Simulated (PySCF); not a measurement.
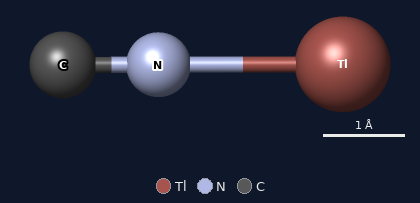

**Figure 1.** The structure (ball-and-stick view, seen on its broad side). Sticks mark near contacts. Bond lengths as drawn: C–N 1.19 Å and N–Tl 2.30 Å.

Single-point calculation, with input and output: CNTl

System: CNTl (Tl(NC)).
Method: RKS TPSS, Tl def2-SVP with ECP60, N def2-SVP, C def2-SVP; non-relativistic Hamiltonian with a scalar-relativistic core potential; density fitting (PySCF 2.14.0).

Some settings of this run were made unusual or wrong on purpose.

**The program's output**
```
init E= -251.456267722276
  HOMO = 0.0968323589506466  LUMO = 0.140237748061605  gap/eV = 1.18112
cycle= 1 E= -251.431407785353  delta_E= 0.0249  |g|=  4.9  |ddm|= 15.6
  HOMO = -1.35529124151397  LUMO = -1.17648539635668  gap/eV = 4.86555
cycle= 2 E= -253.804742275802  delta_E= -2.37  |g|= 5.11  |ddm|= 10.1
  HOMO = -0.448836619643464  LUMO = -0.289352843420416  gap/eV = 4.33977
cycle= 3 E= -264.8311588742  delta_E=  -11  |g|= 1.16  |ddm|= 8.25
cycle= 4 E= -262.89515610054  delta_E= 1.94  |g|= 2.17  |ddm|= 3.87
  HOMO = -0.278927365106226  LUMO = -0.0949671529104625  gap/eV = 5.00581
cycle= 5 E= -265.101711049713  delta_E= -2.21  |g|= 0.794  |ddm|= 2.38
  HOMO = -0.198110036346561  LUMO = -0.0955740850782449  gap/eV = 2.79015
cycle= 6 E= -265.192837782168  delta_E= -0.0911  |g|= 0.55  |ddm|= 0.698
  HOMO = -0.187970109484665  LUMO = -0.112447597527559  gap/eV = 2.05507
cycle= 7 E= -265.225508149461  delta_E= -0.0327  |g|= 0.384  |ddm|= 0.188
  HOMO = -0.232091520459893  LUMO = -0.0937085697610251  gap/eV = 3.76559
cycle= 8 E= -265.254483979269  delta_E= -0.029  |g|= 0.15  |ddm|= 0.328
  HOMO = -0.208188168938426  LUMO = -0.0993188540451475  gap/eV = 2.96248
cycle= 9 E= -265.26093659823  delta_E= -0.00645  |g|= 0.013  |ddm|= 0.172
  HOMO = -0.210679438970406  LUMO = -0.0993737465347466  gap/eV = 3.02878
cycle= 10 E= -265.260992025465  delta_E= -5.54e-05  |g|= 0.00162  |ddm|= 0.0167
  HOMO = -0.210546090388874  LUMO = -0.0992508838844628  gap/eV = 3.02850
cycle= 11 E= -265.260992590491  delta_E= -5.65e-07  |g|= 0.000667  |ddm|= 0.00244
  HOMO = -0.210520542671876  LUMO = -0.0992492651468856  gap/eV = 3.02785
cycle= 12 E= -265.26099270775  delta_E= -1.17e-07  |g|= 7.32e-05  |ddm|= 0.000731
  HOMO = -0.210536873556672  LUMO = -0.0992476795557388  gap/eV = 3.02833
cycle= 13 E= -265.260992709533  delta_E= -1.78e-09  |g|= 7.51e-06  |ddm|= 9.81e-05
  HOMO = -0.210534266718032  LUMO = -0.0992476284162836  gap/eV = 3.02826
```

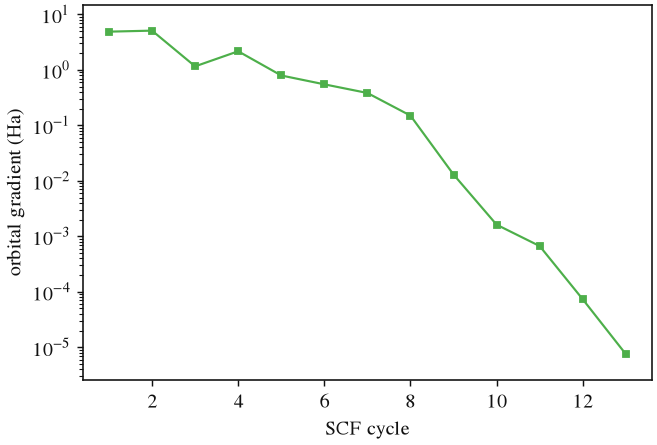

**Figure 2.** Convergence of the self-consistent field: orbital gradient against the SCF cycle. The residual falls almost steadily, with no more than small rises.

```
Extra cycle  E= -265.260992709435  delta_E= 9.71e-11  |g|= 2.18e-05  |ddm|= 2.45e-05
converged SCF energy = -265.260992709435
```

The run was set up as follows.

**Input file**
```python
mol = gto.M(atom='''
Tl     0.00000    -0.00000    -0.23772
N      0.00000    -0.00000     2.06134
C      0.00000    -0.00000     3.25366''',
    basis={'Tl': 'def2-SVP', 'N': 'def2-SVP', 'C': 'def2-SVP'},
    ecp={'Tl': 'def2-SVP'},
    charge=0, spin=0)
mf = dft.RKS(mol, xc='TPSS')
mf.grids.atom_grid = (50, 194)  # f atoms: at least (60, 302), unpruned
mf = mf.density_fit()  # Tl def2-universal-JKFIT, N def2-universal-JKFIT, C def2-universal-JKFIT
mf.conv_tol = 1e-08; mf.max_cycle = 63
mf.kernel(dm0)
```

The script is an equivalent of the set-up of the self-consistent field. The run itself was carried out by a driver, which started from the orbitals of the step before it where there was one and computed the further properties.

Run as:
```bash
OMP_NUM_THREADS=2 python <driver script>
```

**Outcome**

- outcome: converged
- total energy: −265.260993 hartree
- HOMO: −5.73 eV
- LUMO: −2.70 eV
- largest force (length of the vector): 0.001 eV/Å
- dipole moment: 6.61 D
- hardware: 2 threads of Arm Neoverse N1, 24 GiB of memory available, shared host
- wall time: 2.2 s (CPU time 4.3 s)
- peak memory: 1 GiB

Some settings of this run were drawn to be unusual or wrong. It converged; results that depend on the unusual settings are not reference values.
